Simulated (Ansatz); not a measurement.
# Ge₂H₆Cl₂O: nudged elastic band (part 2 of 2)

The same run, continued: Ge₂H₆Cl₂O; RKS PBE/def2-SVP (Ansatz 0.2.0). It belongs to a series of runs on one base structure; here: band between the two ends.

Geometry of the input (Å):
```
Ge -0.1351  0.2170  0.3117
Ge -0.1569  0.3188  2.7639
H  -1.3078  -0.5726  3.2909
H  1.2018  -0.1629  3.3206
H  -0.4080  1.7884  3.1950
Cl 2.0162  -0.1216  -0.2411
H  -0.5670  1.4642  -0.4957
O  -1.0846  -1.1210  -0.3922
H  -0.8270  -1.9640  0.0417
Cl 0.9914  -3.0898  1.2794
H  1.6795  -2.1275  0.6843
```

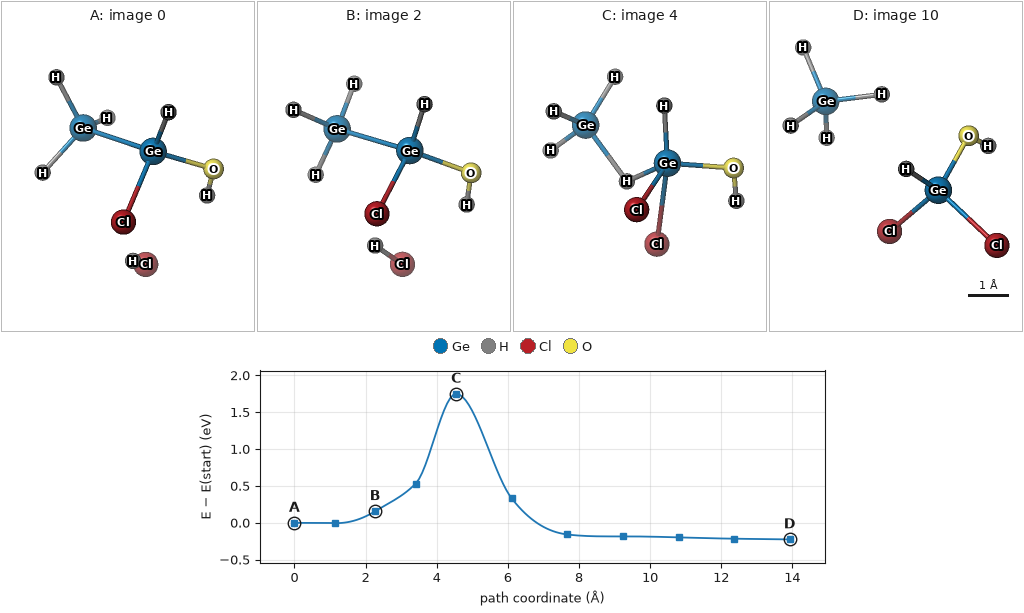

Images of the last band (counted from 0; ball-and-stick, seen at a tilt) above the energy along the path; the line is a cubic interpolation that uses the forces. The highest image is number 4, 1.750 eV above the start and 1.975 eV above the end (the climbing image); the end lies 0.224 eV below the start. The path is 13.93 Å long. The band converged in 33 iterations.

```
Total energy: -140173.43138498 eV, -5151.2785904337 hartree
Atom 0 at     0.038301    -0.319472     0.138161 Å, force     0.001897    -0.000177     0.001625 eV/Å
Atom 1 at     0.086298     0.104793     2.914806 Å, force    -0.000579     0.000573    -0.001149 eV/Å
Atom 2 at    -1.447566     0.149318     3.111797 Å, force     0.000271    -0.000144     0.000060 eV/Å
Atom 3 at     0.797666    -0.621138     4.083319 Å, force     0.000474    -0.000508     0.000537 eV/Å
Atom 4 at     0.665289     1.523746     2.699683 Å, force    -0.000173    -0.000268     0.000061 eV/Å
Atom 5 at     1.866103     0.409765    -0.763238 Å, force    -0.000056     0.000338     0.000161 eV/Å
Atom 6 at    -0.884139     0.930800     0.255291 Å, force    -0.000166    -0.000133     0.000146 eV/Å
Atom 7 at    -1.014274    -1.476188    -0.697038 Å, force    -0.005567     0.002684    -0.002542 eV/Å
Atom 8 at    -0.567317    -2.350341    -0.626065 Å, force     0.004086    -0.002376     0.001692 eV/Å
Atom 9 at     1.281567    -2.577588     0.910419 Å, force    -0.000076    -0.002099     0.000222 eV/Å
Atom 10 at     0.580570    -1.144497     1.731264 Å, force    -0.000111     0.002110    -0.000813 eV/Å
Dipole moment:    -0.268659     0.405197     0.442309 e Å
this run last wrote the band of iteration 33 to [file]
```

## The last band as extended XYZ (Å, eV, eV/Å)
```
11
Properties=species:S:1:pos:R:3:forces:R:3 image=0 energy=-140175.18173
Ge   -0.1351    0.2170    0.3117   -0.0020   0.0113   0.0216
Ge   -0.1569    0.3188    2.7639   -0.0008  -0.0013  -0.0030
H    -1.3078   -0.5726    3.2909    0.0006   0.0008   0.0038
H     1.2018   -0.1629    3.3206   -0.0007  -0.0001   0.0021
H    -0.4080    1.7884    3.1950    0.0012  -0.0007  -0.0006
Cl    2.0162   -0.1216   -0.2411    0.0129  -0.0058  -0.0033
H    -0.5670    1.4642   -0.4957   -0.0052   0.0116  -0.0091
O    -1.0846   -1.1210   -0.3922   -0.0078  -0.0159  -0.0101
H    -0.8270   -1.9640    0.0417    0.0010   0.0001  -0.0004
Cl    0.9914   -3.0898    1.2794    0.0026   0.0034  -0.0027
H     1.6795   -2.1275    0.6843   -0.0016  -0.0035   0.0017
11
Properties=species:S:1:pos:R:3:forces:R:3 image=1 energy=-140175.18511
Ge   -0.2116    0.1887    0.3485    0.0014  -0.0007  -0.0010
Ge   -0.2472    0.3611    2.7915    0.0010  -0.0023  -0.0009
H    -1.6557   -0.0277    3.3081    0.0014   0.0041   0.0000
H     0.8188   -0.5906    3.3798   -0.0016  -0.0046   0.0012
H     0.0642    1.8258    3.1919    0.0075  -0.0030  -0.0031
Cl    1.9708    0.0431   -0.1733   -0.0036   0.0046  -0.0021
H    -0.7540    1.3697   -0.4930   -0.0052  -0.0009   0.0032
O    -1.0222   -1.2515   -0.3260   -0.0001  -0.0001  -0.0050
H    -0.6544   -2.0649    0.0865    0.0039  -0.0024  -0.0057
Cl    1.2614   -3.1453    1.0894   -0.0002   0.0019   0.0018
H     1.8324   -2.0792    0.5549   -0.0045   0.0034   0.0117
11
Properties=species:S:1:pos:R:3:forces:R:3 image=2 energy=-140175.02310
Ge   -0.2656    0.1124    0.2917   -0.0471   0.0350   0.0136
Ge   -0.1596    0.2573    2.7406   -0.0412   0.0258  -0.0018
H    -1.5993    0.1920    3.3066   -0.0230   0.0068   0.0465
H     0.7235   -0.8079    3.4347   -0.0066  -0.0107  -0.0870
H     0.4502    1.6587    3.0038   -0.0385   0.0208   0.0389
Cl    1.8690    0.2750   -0.3171    0.0063  -0.0492   0.0907
H    -1.0369    1.3026   -0.3246    0.0026   0.0343  -0.0887
O    -0.9538   -1.3162   -0.5309   -0.0159   0.0111   0.0215
H    -0.4760   -2.1325   -0.2688   -0.0211   0.0193   0.0761
Cl    1.2300   -3.0786    1.2400   -0.0401  -0.0634   0.0451
H     1.6210   -1.8336    1.1823    0.2245  -0.0298  -0.1549
11
Properties=species:S:1:pos:R:3:forces:R:3 image=3 energy=-140174.64952
Ge   -0.1340   -0.0194    0.2448   -0.0968   0.1550   0.0573
Ge   -0.0156    0.2027    2.7378   -0.0428   0.0535  -0.0928
H    -1.5033    0.1976    3.1699   -0.0140   0.0320   0.0389
H     0.7789   -0.7238    3.7040    0.0083  -0.0504  -0.2019
H     0.5822    1.6272    2.8369   -0.0290   0.0553   0.0647
Cl    1.8233    0.4032   -0.6430   -0.0321  -0.0107   0.0493
H    -1.0718    1.1662   -0.0618   -0.1010   0.1237  -0.1610
O    -0.9318   -1.3943   -0.5744    0.0280   0.0419   0.0728
H    -0.4208   -2.2241   -0.4645    0.0593   0.0644   0.0917
Cl    1.3711   -2.8606    1.1265    0.0397  -0.1523   0.1080
H     0.9243   -1.7454    1.6821    0.1803  -0.3124  -0.0269
11
Properties=species:S:1:pos:R:3:forces:R:3 image=4 energy=-140173.43135
Ge    0.0383   -0.3195    0.1382    0.0019  -0.0002   0.0016
Ge    0.0863    0.1048    2.9148   -0.0006   0.0006  -0.0011
H    -1.4476    0.1493    3.1118    0.0003  -0.0001   0.0001
H     0.7977   -0.6211    4.0833    0.0005  -0.0005   0.0005
H     0.6653    1.5237    2.6997   -0.0002  -0.0003   0.0001
Cl    1.8661    0.4098   -0.7632   -0.0001   0.0003   0.0002
H    -0.8841    0.9308    0.2553   -0.0002  -0.0001   0.0001
O    -1.0143   -1.4762   -0.6970   -0.0056   0.0027  -0.0025
H    -0.5673   -2.3503   -0.6261    0.0041  -0.0024   0.0017
Cl    1.2816   -2.5776    0.9104   -0.0001  -0.0021   0.0002
H     0.5806   -1.1445    1.7313   -0.0001   0.0021  -0.0008
11
Properties=species:S:1:pos:R:3:forces:R:3 image=5 energy=-140174.84827
Ge    0.1935   -0.6131   -0.2158    0.0748  -0.1272  -0.1586
Ge    0.1008    0.1365    3.2931    0.0037   0.0092   0.1500
H    -1.4452    0.1674    3.3556   -0.0087   0.0371   0.0930
H     0.7409   -0.3115    4.6190   -0.0456   0.1285   0.2473
H     0.6281    1.5205    2.8388    0.0062  -0.0014   0.0584
Cl    1.7185    0.4814   -1.2996   -0.0377  -0.0007  -0.2198
H    -0.6016    0.4754    0.5418    0.1564  -0.1895   0.1132
O    -1.0522   -1.5175   -1.1056    0.0007  -0.0063  -0.1758
H    -0.7390   -2.4452   -1.1057   -0.0991  -0.0338  -0.2159
Cl    1.3395   -2.3349    0.5725   -0.0083   0.0929  -0.1330
H     0.5191   -0.9298    2.2643   -0.0425   0.0912   0.2411
11
Properties=species:S:1:pos:R:3:forces:R:3 image=6 energy=-140175.33889
Ge    0.2730   -0.7214   -0.5244    0.0229  -0.0090  -0.0136
Ge    0.0821    0.1962    3.6484   -0.0060   0.0072   0.0141
H    -1.4596    0.1393    3.5086    0.0014   0.0023   0.0113
H     0.4842   -0.0057    5.1273   -0.0083   0.0174   0.0324
H     0.5834    1.5755    3.1514    0.0000   0.0028   0.0128
Cl    1.3436    0.2716   -2.1265   -0.0171  -0.0149  -0.0348
H    -0.2381    0.3196    0.4838    0.0157  -0.0060   0.0006
O    -1.1451   -1.6060   -1.1249   -0.0330  -0.0037   0.0003
H    -0.8929   -2.4662   -1.5123    0.0090   0.0084  -0.0484
Cl    1.6540   -2.1569    0.3436    0.0122   0.0052  -0.0095
H     0.7178   -0.9167    2.7832    0.0032  -0.0097   0.0349
11
Properties=species:S:1:pos:R:3:forces:R:3 image=7 energy=-140175.36503
Ge    0.2877   -0.7587   -0.6961    0.0046   0.0029  -0.0045
Ge    0.1427    0.2444    3.7921    0.0008  -0.0012   0.0037
H    -1.2409   -0.0622    3.1667   -0.0021   0.0004  -0.0002
H     0.1791   -0.2793    5.2479   -0.0003   0.0009  -0.0014
H     0.3758    1.7754    3.7868    0.0003   0.0015   0.0008
Cl    1.0300   -0.2245   -2.6633   -0.0016  -0.0001   0.0008
H     0.0209    0.4896    0.1594   -0.0003   0.0003   0.0004
O    -1.2556   -1.6269   -0.8346   -0.0068   0.0023   0.0022
H    -1.1705   -2.4399   -1.3692    0.0029  -0.0036  -0.0012
Cl    1.7884   -2.0380    0.2117    0.0028  -0.0035  -0.0011
H     1.2447   -0.4507    2.9569   -0.0003   0.0000   0.0006
11
Properties=species:S:1:pos:R:3:forces:R:3 image=8 energy=-140175.37823
Ge    0.2114   -0.7950   -0.6742   -0.0019   0.0013   0.0030
Ge    0.2663    0.2955    3.7095   -0.0011   0.0020   0.0005
H    -0.9282   -0.0963    2.8040    0.0041   0.0005  -0.0038
H     0.4301   -0.7602    4.8287    0.0018  -0.0053  -0.0051
H    -0.0077    1.6827    4.3413   -0.0040  -0.0031   0.0061
Cl    1.0998   -0.6623   -2.6487    0.0030  -0.0026   0.0005
H     0.0449    0.5942   -0.0400    0.0001  -0.0020  -0.0035
O    -1.4080   -1.5181   -0.7753    0.0018  -0.0037  -0.0025
H    -1.3817   -2.4137   -1.1646   -0.0038   0.0046   0.0032
Cl    1.5180   -2.0581    0.5166   -0.0040  -0.0012   0.0027
H     1.5577    0.3604    2.8610    0.0040   0.0094  -0.0012
11
Properties=species:S:1:pos:R:3:forces:R:3 image=9 energy=-140175.39649
Ge    0.3412   -0.7829   -0.6665   -0.0036   0.0000  -0.0011
Ge    0.1987    0.2415    3.5794   -0.0007  -0.0002  -0.0010
H    -0.9144   -0.1967    2.5959    0.0006   0.0002  -0.0009
H     0.7159   -0.9871    4.3641    0.0009  -0.0016  -0.0028
H    -0.3726    1.2870    4.5698   -0.0018  -0.0026   0.0015
Cl    0.9496   -1.2268   -2.7007   -0.0003  -0.0023   0.0010
H     0.5258    0.7063   -0.3383    0.0018   0.0005  -0.0021
O    -1.3818   -1.1558   -0.4432    0.0065   0.0006  -0.0001
H    -1.5759   -2.0970   -0.6189   -0.0026   0.0023   0.0041
Cl    1.5508   -2.0384    0.6317    0.0002   0.0005   0.0010
H     1.3652    0.8791    2.7850   -0.0011   0.0025   0.0004
11
Properties=species:S:1:pos:R:3:forces:R:3 image=10 energy=-140175.40616
Ge    0.4214   -0.7681   -0.8954   -0.0011   0.0028  -0.0029
Ge    0.1205    0.1721    3.6619   -0.0019   0.0008   0.0018
H    -0.8532   -0.0982    2.4897   -0.0017  -0.0006  -0.0008
H     0.5936   -1.1712    4.2683    0.0007  -0.0002  -0.0014
H    -0.6007    1.0016    4.7544    0.0000  -0.0031   0.0017
Cl    0.6146   -1.9114   -2.7276   -0.0003  -0.0031   0.0004
H     0.7440    0.7164   -1.1263   -0.0010  -0.0043  -0.0019
O    -1.2489   -0.8488   -0.2913    0.0055   0.0107  -0.0033
H    -1.5122   -1.7621   -0.0662   -0.0024  -0.0054   0.0048
Cl    1.7781   -1.6671    0.5453    0.0017   0.0013   0.0007
H     1.3451    0.9659    3.1456    0.0005   0.0012   0.0009
```

## Key numbers

| quantity | value |
| --- | --- |
| outcome | converged |
| barrier, forward | 1.750 eV |
| barrier, backward | 1.975 eV |
| wall time | 6.8 min (CPU time 25 min) |
| peak memory | 0.27 GiB |

The order of the saddle point was not checked.
